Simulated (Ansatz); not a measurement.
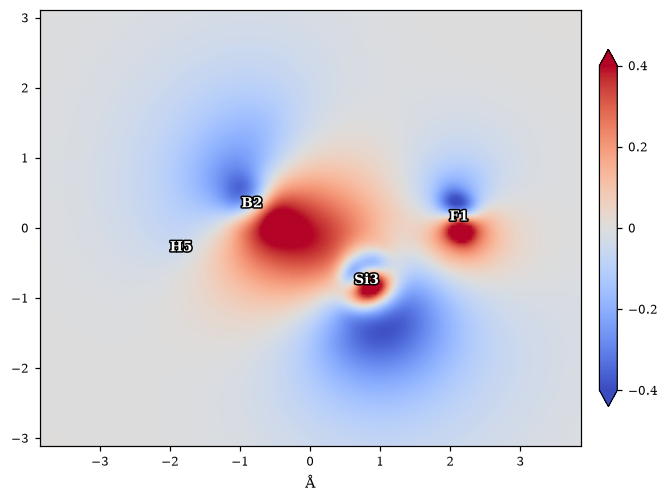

Figure 1: BFH₃Si (doublet). The LUMO (β) on the plane of atoms F1, Si3 and B2 (values in Å⁻³ᐟ²; the overall sign is arbitrary).

Geometry: PBE0-D4/def2-TZVP.

Level of theory: Ansatz, UKS PBE0-D4/def2-TZVPP.

```xyz
6

F    -0.9220   -1.9461    0.9235
B     0.1079    0.4898   -0.4084
Si    0.4361   -1.2494    0.4432
H    -0.9547    0.4817   -0.9582
H     1.0929    1.0608   -0.7593
H    -0.0144    0.5170    0.8652
```

Question: What is the character of this orbital?

Answer: Its weight (Hirshfeld) is mainly on Si3 (about 60 %) and B2 (about 25 %). Its energy is −3.40 eV.
